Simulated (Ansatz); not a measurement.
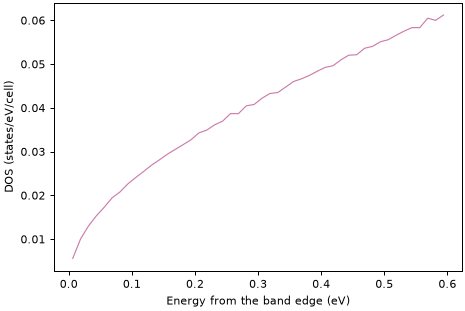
*Density of states of C (P6_3/mmc) above the conduction band minimum, r2SCAN, rigid bands (Ansatz, a quantum-chemistry and plane-wave program); cell volume 22.5 Å³.*

What effective density of states at 300 K does this give (∫ g(E) exp(−E/k_BT) dE, both spins, divided by the cell's size)?

1.2e19 cm⁻³, a density-of-states mass of 0.62 mₑ, valleys and band degeneracy included.

Spin-orbit coupling is left out. Geometry: cell and atoms relaxed with PBEsol.
